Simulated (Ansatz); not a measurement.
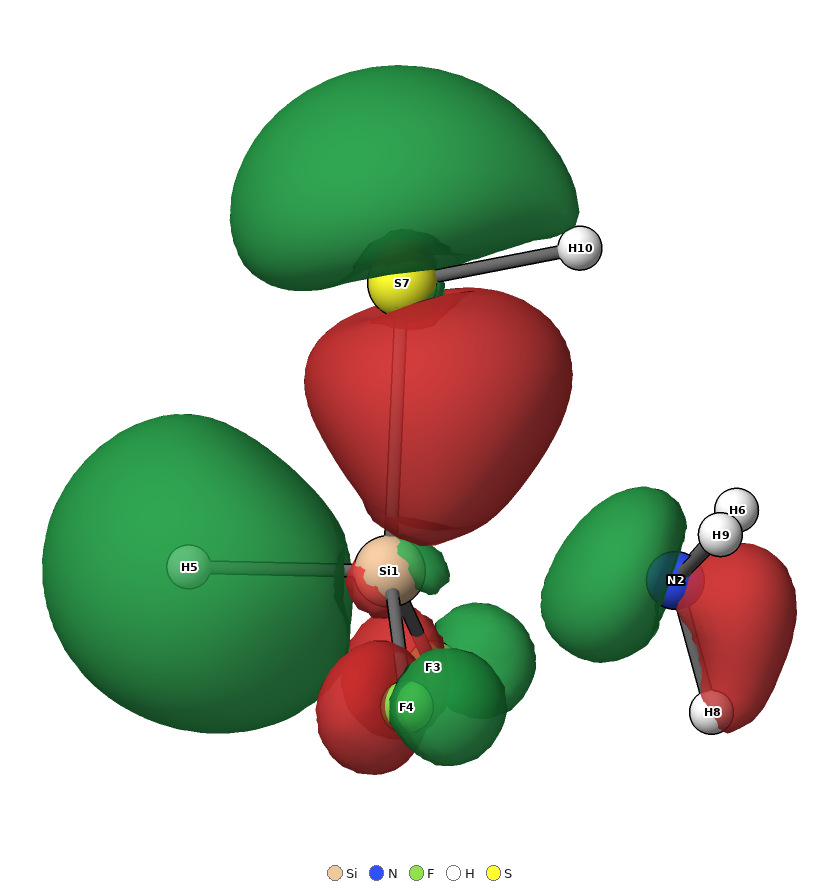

The picture shows: F2H2SSi···NH3. The HOMO−1 at ±0.1 Å⁻³ᐟ² (green and red are the two phases), seen across its widest extent.

The product side of a reaction path; geometry: PBE0-D4/def2-TZVP; a saddle point, not a minimum.

These are results of RKS PBE0-D4/def2-TZVPP in Ansatz 0.2.0, not measurements.

```xyz
10

Si   -0.4850   -0.5639   -0.7160
N     0.8959    0.1634    0.7181
F     0.8279   -0.4917   -1.6527
F    -0.4836   -1.8278    0.2885
H    -1.4458   -1.0863   -1.7242
H     1.2896    1.0590    0.4519
S    -1.7080    1.1663   -0.3518
H     1.6521   -0.5122    0.7638
H     0.4849    0.2389    1.6418
H    -1.0280    1.8543    0.5807
```

### Describe this orbital and give its energy.

By Hirshfeld shares it lies mainly on S7 (about 35 %), H5 (about 25 %) and Si1 (about 25 %). Its energy is −8.21 eV.
